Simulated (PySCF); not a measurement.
Al(F)(OH)2(OH2), H₄AlFO₃, singlet at its CAM-B3LYP/def2-SVP optimised geometry (Å):

```
9

Al    -1.0611    -0.7932     0.0000
F     -1.8380    -0.8618     1.4849
O     -1.8698    -1.4235    -1.3533
H     -2.7953    -1.6719    -1.3754
O      0.6592    -0.7932     0.0000
H      1.2375    -1.4897    -0.3130
O     -0.9339     1.1631     0.0000
H      0.0446     1.1916     0.0008
H     -1.2375     1.4897     0.8618
```

Level of theory: CAM-B3LYP/def2-TZVP run with PySCF. Cells within 0.4 Å of a nucleus heavier than hydrogen are left out (blank, or x).

Map of the Laplacian of the electron density (e/bohr⁵), clipped to [-1.50, 1.50] on the plane z = 0.0 Å:

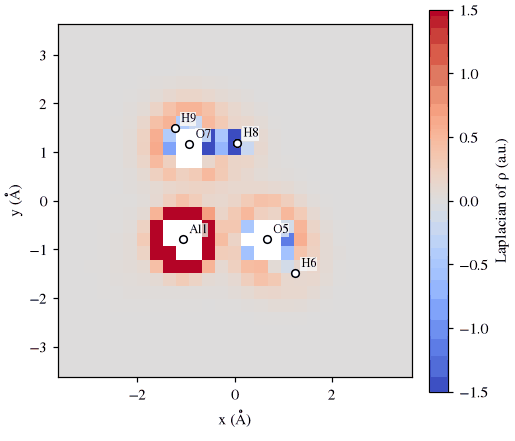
Figure. Laplacian of the electron density (e/bohr⁵), clipped to [-1.50, 1.50] on the plane z = 0.0 Å.
